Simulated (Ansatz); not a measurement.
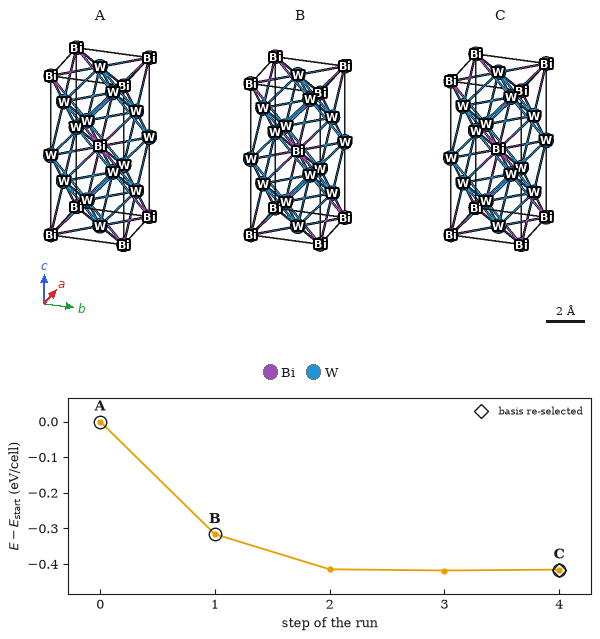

Frames of a relaxation of solid BiW₃ (built on the TiAl3 (D0_22)_139 type) (coarse preliminary run), marked on the history of the run. A ball-and-stick model of the conventional cell (2 times the calculation's cell), seen from a free direction. Lengths and directions refer to the drawn axes.

Case: TiAl3 (D0_22) type (I4/mmm, No. 139).

Theory: Ansatz 0.2.0, DFT PBE, scalar-relativistic, plane waves, PAW. (plane-wave cutoff 420 eV; k-point mesh 6 × 6 × 6; occupations gaussian; smearing width 0.1 eV; no spin polarisation; cell and atoms relaxed; force threshold 0.04 eV/Å; at most 70 steps)

Describe the path.

Answer. The atoms keep their places relative to the cell (all moves are under 0.005 Å). The drawn cell changes as follows: a = b 4.138 → 4.009 Å (−3.1 %), c 9.243 → 8.936 Å (−3.3 %); the volume changes by −9.3 %. Some distances before and after: W–W 3.102 → 3.001 Å, Bi–W 3.102 → 3.001 Å, Bi–W 2.926 → 2.835 Å, W–W 2.926 → 2.835 Å. The space group stays I4/mmm (No. 139). After 3 accepted moves (4 points after the start) the energy has fallen by 0.415 eV per cell of the calculation. All forces vanish by symmetry, so only the cell relaxes. The pressure goes from −16.47 to −0.14 GPa. At 1 point the geometry stayed and the basis and grid were re-selected for the new cell (energy shift of 2.5 meV per cell of the calculation at most each time). Cost: 27 s on 1 thread of Arm Neoverse V1 (shared host), peak memory 0.41 GiB. From step 0 to 1: volume −13.4 %, energy −0.316 eV per cell of the calculation. From step 1 to 4: volume +4.8 %, energy −99.5 meV per cell of the calculation.

```tsv
step	E − E(0), meV/atom	pressure, GPa	volume, Å³/atom	note
0	0.00	-16.47	19.785	
1	-78.99	10.72	17.136	
2	-103.64	-1.71	18.091	
3	-104.49	-0.14	17.953	
4	-103.87	-0.14	17.953	same geometry, new basis
```
